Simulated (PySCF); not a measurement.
C5H10, triplet, SMILES `[CH]C(C)(C)C`.

Computed with PySCF, M06-2X/aug-cc-pVDZ, geometry: GFN2-xTB. No frequency check shows the geometry to be a minimum. The stability of the open-shell solution wasn't checked. This spin state may not be the molecule's ground state. GFN2-xTB doesn't know the spin state, so this open-shell geometry is rough.

Geometry (Å), atoms numbered from 1:

```
C1       0.3468    0.0087   -1.5261
C2       0.0049   -0.0008   -0.1189
C3      -1.5206   -0.0765    0.0585
C4       0.6527   -1.2230    0.5763
C5       0.5227    1.2896    0.5633
H6       1.2764    0.0484   -2.0484
H7      -1.7787   -0.0781    1.1150
H8      -1.9978    0.7774   -0.4117
H9      -1.9067   -0.9839   -0.4025
H10      1.7349   -1.1856    0.4774
H11      0.3964   -1.2240    1.6336
H12      0.2946   -2.1459    0.1277
H13      0.2671    1.2750    1.6206
H14      1.6030    1.3629    0.4642
H15      0.0715    2.1658    0.1053
```

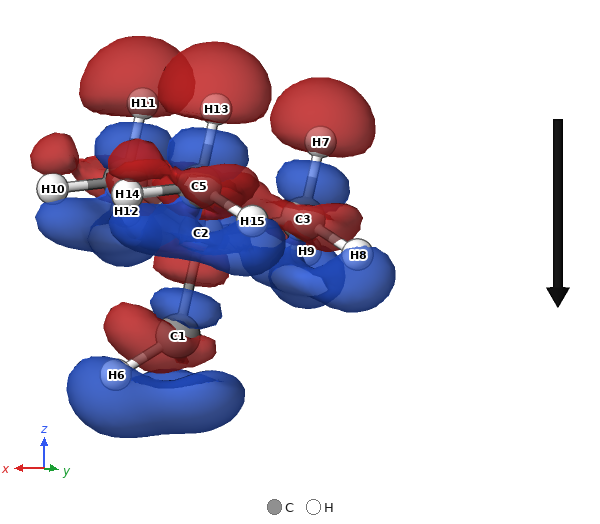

Change of the electron density in a uniform field of 0.10 V/Å along −z (arrow), surfaces at ±0.0008 e/Å³ (red: gain, blue: loss).

Q: How large is the response?

A: The induced dipole is 0.32 D (along the field); α along this axis, from the fields in both directions, is 64 bohr³ (9.4 Å³).

Q: Which atoms gain and lose the most charge?

A: Electrons gather most on H11 and H13 alike (Hirshfeld charge changes by −0.004 e) and leave C1 most (+0.005 e); 0.030 electrons are displaced in all.

Run time: 6.5 min on 1 thread of Arm Neoverse V2, on a shared host, peak memory 1.1 GiB.
